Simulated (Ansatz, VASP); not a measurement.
# Na2Sb in two plane-wave programs, part 2 of 2

Aim: how closely do two programs agree when they are given the same cell, functional and k mesh? The cell is generated by rule, not measured, and may not be a known phase. The cell is taken from a series of VASP runs on this material, whose earlier steps may have relaxed, scaled or displaced it; both programs get it as it stands. Valence electrons are named where the data sets of a main pair hold unlike numbers.

VASP 6.6.1 and Ansatz 0.2.0.

So far: Set-up; Ansatz: band structure, LDA; VASP: band structure, LDA; Comparison.

## 5. VASP: band structure, LDA, spin-orbit coupling

Level of this step: LDA, spin-orbit coupling; plane waves and PAW (Na_pv, Sb); invented cell (VASP).

With cell and atoms fixed, the geometry can't cause a difference; cores, projectors, grids and the points listed under the comparison can.

INCAR

```
SYSTEM = Na2Sb
PREC = Accurate
ENCUT = 400
EDIFF = 1E-06
NELM = 100
ISMEAR = 1
SIGMA = 0.2
LREAL = .FALSE.
ALGO = Normal
GGA = CA
LNONCOLLINEAR = .TRUE.
MAGMOM = 0 0 0 0 0 0 0 0 0
NBANDS = 30
GGA_COMPAT = .FALSE.
LASPH = .TRUE.
LSORBIT = .TRUE.
LORBIT = 11
LWAVE = .FALSE.
LCHARG = .FALSE.
```

POSCAR

```
Na2Sb
1.0
    5.2340367641      0.0000000000      0.0000000000
    0.0000000000      5.2340367641      0.0000000000
    0.0000000000      0.0000000000      3.3701280977
Na Sb
2 1
Direct
    0.5000000000      0.0000000000      0.5000000000
    0.0000000000      0.5000000000      0.5000000000
    0.0000000000      0.0000000000      0.0000000000
```

KPOINTS

```
Automatic mesh
0
Gamma
4 4 5
0 0 0
```

KPOINTS_OPT

```
Line mode
16
Line-mode
Reciprocal
  0.00000000   0.00000000   0.00000000 GAMMA
  0.00000000   0.50000000   0.00000000 X

  0.00000000   0.50000000   0.00000000 X
  0.50000000   0.50000000   0.00000000 M

  0.50000000   0.50000000   0.00000000 M
  0.00000000   0.00000000   0.00000000 GAMMA

  0.00000000   0.00000000   0.00000000 GAMMA
  0.00000000   0.00000000   0.50000000 Z

  0.00000000   0.00000000   0.50000000 Z
  0.00000000   0.50000000   0.50000000 R

  0.00000000   0.50000000   0.50000000 R
  0.50000000   0.50000000   0.50000000 A

  0.50000000   0.50000000   0.50000000 A
  0.00000000   0.00000000   0.50000000 Z

  0.00000000   0.50000000   0.00000000 X
  0.00000000   0.50000000   0.50000000 R

  0.50000000   0.50000000   0.00000000 M
  0.50000000   0.50000000   0.50000000 A
```

The projector-augmented-wave data sets are Na_pv and Sb (LDA family, release 64).

Command:

```console
mpirun -np 1 vasp_ncl
```

Numbers of over 12 decimals in the logs are rounded to 6 here.

The log of the run:

```text
[... set-up lines as in an earlier step ...]
 entering main loop
       N       E                     dE             d eps       ncg     rms          rms(c)
DAV:   1     0.145369703981E+03    0.14537E+03   -0.81037E+03  1096   0.998E+02
DAV:   2     0.118901943870E+01   -0.14418E+03   -0.14108E+03  1208   0.305E+02
DAV:   3    -0.882376610989E+01   -0.10013E+02   -0.98826E+01  1298   0.961E+01
DAV:   4    -0.907424845870E+01   -0.25048E+00   -0.24931E+00  1216   0.147E+01
[...]
DAV:  12    -0.862087980360E+01   -0.24565E-04   -0.76258E-05  1140   0.576E-02    0.693E-03
DAV:  13    -0.862088216401E+01   -0.23604E-05   -0.16769E-05  1062   0.167E-02    0.921E-03
DAV:  14    -0.862088218233E+01   -0.18317E-07   -0.27469E-06  1026   0.145E-02
   1 F= -.86208822E+01 E0= -.86198469E+01  d E =-.310571E-02  mag=    -0.0000    -0.0000    -0.0000
 Start KPOINTS_OPT (optional k-point list driver)
k-point batch [1-18\144]
       N       E                     dE             ncg
DAV:   1    -0.236543441483E+04   -0.42321E+04     1160
DAV:   2    -0.479637728675E+04   -0.24309E+04     1180
DAV:   3    -0.495625040188E+04   -0.15987E+03     1310
DAV:   4    -0.495983317292E+04   -0.35828E+01     1218
DAV:   5    -0.495994138881E+04   -0.10822E+00     1440
DAV:   6    -0.495994371207E+04   -0.23233E-02     1310
DAV:   7    -0.495994381184E+04   -0.99773E-04     1500
DAV:   8    -0.495994381251E+04   -0.67287E-06      974
[...]
k-point batch [127-144\144]
       N       E                     dE             ncg
DAV:   1    -0.233743870735E+04   -0.10915E+05     1128
DAV:   2    -0.479451463895E+04   -0.24571E+04     1162
DAV:   3    -0.495684487570E+04   -0.16233E+03     1314
DAV:   4    -0.496047745269E+04   -0.36326E+01     1334
DAV:   5    -0.496057940941E+04   -0.10196E+00     1500
DAV:   6    -0.496058173111E+04   -0.23217E-02     1372
DAV:   7    -0.496058184598E+04   -0.11487E-03     1628
DAV:   8    -0.496058184643E+04   -0.45076E-06     1052
```

OUTCAR, selected parts (step 5):

```text
  Total        0.3765202      0.3765202     -0.5404555      0.0000000     -0.0000000      0.0000000
  in kB        6.5339976      6.5339976     -9.3788706      0.0000000     -0.0000000      0.0000000
  external PRESSURE =       1.2297082 kB  Pullay stress =       0.0000000 kB

  FREE ENERGIE OF THE ION-ELECTRON SYSTEM (eV)
  ---------------------------------------------------
  free  energy   TOTEN  =        -8.6208821823 eV

  energy  without entropy=       -8.6177764729  energy(sigma->0) =       -8.61984695

 magnetization (x)
# of ion       s       p       d       tot
------------------------------------------
    1        0.000   0.000   0.000   0.000
    2        0.000  -0.000   0.000  -0.000
    3        0.000   0.000   0.000   0.000
--------------------------------------------------
tot          0.000  -0.000   0.000   0.000

 magnetization (y)
# of ion       s       p       d       tot
------------------------------------------
    1        0.000   0.000   0.000   0.000
    2       -0.000   0.000   0.000  -0.000
    3        0.000  -0.000  -0.000   0.000
--------------------------------------------------
tot          0.000  -0.000  -0.000   0.000

 magnetization (z)
# of ion       s       p       d       tot
------------------------------------------
    1        0.000   0.000   0.000   0.000
    2        0.000   0.000   0.000   0.000
    3        0.000  -0.000   0.000  -0.000
--------------------------------------------------
tot          0.000  -0.000   0.000  -0.000

[... 2 parts as in an earlier step ...]

[... 2 further parts left out ...]
[key lines of the parts left out:]
E-fermi :   2.3866
```

The run ends at a pressure of 0.12 GPa.

## 6. Ansatz: band structure, LDA, spin-orbit coupling

The same cell, functional (in two slightly different forms), mesh and smearing now go to Ansatz, which takes its cutoff from its data sets.

The cell is taken from a series of VASP runs on this material, whose earlier steps may have relaxed, scaled or displaced it; both programs get it as it stands.

input.yaml

```yaml
crystal:
  lattice:
    - [5.2340367641, 0.0, 0.0]
    - [0.0, 5.2340367641, 0.0]
    - [0.0, 0.0, 3.3701280977]
  atoms:
    - { symbol: Na, position: [0.5, 0.0, 0.5] }
    - { symbol: Na, position: [0.0, 0.5, 0.5] }
    - { symbol: Sb, position: [0.0, 0.0, 0.0] }
hamiltonian:
  xc: lda
  pseudopotentials: { kind: paw_fr }
magnetization:
  noncollinear: true
  spin_orbit: true
kpoints:
  mp_grid: { grid: [4, 4, 5] }
  band_path:
    path:
      - [0.0, 0.0, 0.0]
      - [0.0, 0.13333, 0.0]
      - [0.0, 0.3, 0.0]
      - [0.0, 0.46667, 0.0]
      - [0.1, 0.5, 0.0]
      - [0.26667, 0.5, 0.0]
      - [0.43333, 0.5, 0.0]
      - [0.43333, 0.43333, 0.0]
      - [0.26667, 0.26667, 0.0]
      - [0.1, 0.1, 0.0]
      - [0.0, 0.0, 0.03333]
      - [0.0, 0.0, 0.2]
      - [0.0, 0.0, 0.36667]
      - [0.0, 0.0, 0.5]
      - [0.0, 0.16667, 0.5]
      - [0.0, 0.3, 0.5]
      - [0.0, 0.46667, 0.5]
      - [0.1, 0.5, 0.5]
      - [0.26667, 0.5, 0.5]
      - [0.43333, 0.5, 0.5]
      - [0.43333, 0.43333, 0.5]
      - [0.26667, 0.26667, 0.5]
      - [0.1, 0.1, 0.5]
      - [0.0, 0.5, 0.03333]
      - [0.0, 0.5, 0.2]
      - [0.0, 0.5, 0.36667]
      - [0.5, 0.5, 0.0]
      - [0.5, 0.5, 0.16667]
      - [0.5, 0.5, 0.33333]
      - [0.5, 0.5, 0.5]
    npoints: 1
scf:
  occupations: { method: methfessel_paxton, width: 0.2 }
  n_extra_bands: 14
output:
  forces: true
  stress: true
  eigenvalues: true
  write_density: true
  write_potential: true
  elf: true
  volumetric_format: npy
```

Command:

```console
ansatz run input.yaml --threads 2 --pin off --max-ram 4608MiB --backend cpu --events-out ev --progress --plain --runs-dir out
```

The log of the run:

```text
[...]
non-collinear run that drives no moment, with spin-orbit: no starting moment large enough to seed its density (crystal.atoms[].spin), no starting occupations that ask for one, no magnetisation constraint and no magnetic field, so the semilocal B_xc is pinned to zero
Crystal: 3 atoms, lattice volume = 92.325 Å³
Basis set: ecut = 420 eV, 1843 PW (Γ)
[...]
k-point 0: bands = [... 29 lower, 2.3825, 2.7188, 2.7188, 4.1511, 4.1511, 6.6100, 6.6100, 7.5279, ... 10 higher]
  k-point 1: bands = [... 29 lower, 2.7769, 3.1555, 3.1555, 4.2276, 4.2276, 4.8216, 4.8216, 7.1115, ... 10 higher]
  k-point 2: bands = [... 29 lower, 1.0135, 3.7986, 3.7986, 4.1834, 4.1834, 6.2755, 6.2755, 8.3441, ... 10 higher]
  k-point 17: bands = [... 29 lower, 1.3750, 2.9568, 2.9568, 3.2226, 3.2226, 6.5057, 6.5057, 7.4886, ... 10 higher]
[key lines of the parts left out:]
SCF converged after 10 iterations
Magnetization: |M| = 0.0000 μB,  M = (+0.0000, +0.0000, +0.0000) μB
Free energy (F): -9272.230076 eV
Fermi energy:    4.358814 eV
P = ⅓ Tr σ = 0.2088 GPa (2.088 kbar)
```

Run time: 10 s. Hardware: 2 threads of Intel Xeon 6975P-C (Granite Rapids), shared host; peak memory 0.61 GiB.

## 7. Differences

What differs besides the data sets and the points named for the pairs above, as far as they apply: spin-orbit coupling enters by fully relativistic files in Ansatz and inside the spheres in VASP; the data sets hold 33 valence electrons in Ansatz (on its fully relativistic PAW (standard-fr) files) and 19 in VASP. Total energies have different zeros and are not compared.

Both answers:

```
      quantity  Ansatz  VASP  difference
pressure (GPa)    0.21  0.12       +0.09
```

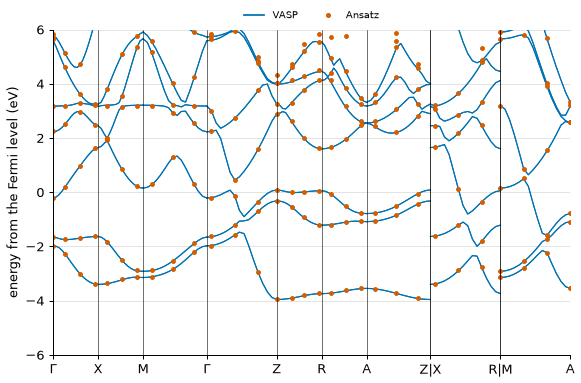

Bands from VASP (lines) and levels from Ansatz (dots). Dots without a line are higher empty bands that the VASP plot leaves out.

Levels from 3 eV below to 2 eV above the Fermi level differ by 10 meV r.m.s. and 21 meV at most; each VASP level is matched to the nearest of Ansatz, which flatters the figure a little.

## 8. Outcome

```yaml
r_m_s_difference_of_levels_near_the_fermi_level_band_structure_lda: 6.1 meV
r_m_s_difference_of_levels_near_the_fermi_level_band_structure_lda_spin_orbit_coupling: 9.7 meV
```

In words: The r.m.s. difference of levels near the Fermi level is 9.7 meV (band structure, LDA, spin-orbit coupling), within the 80 meV picked in this series as the mark of a large difference. The data sets hold unlike numbers of valence electrons (33 in Ansatz and 19 in VASP), so part of the differences comes from the potentials. Such differences can come from data sets, numerical settings and the points named under the comparisons, not from the functional's error against experiment.

[Lines on the potential files, build, host, timing and source positions are cut from VASP's logs without a mark.]

[Logs are printed without paths, hosts, clocks, repeated set-up lines and the standing remarks that a program may print on its own settings, such as how far it seeks lower states.]

[Hosts, paths, dates, database ids (printed as entryN), source tags and the programs' standing remarks are cut or masked in the printed files.]
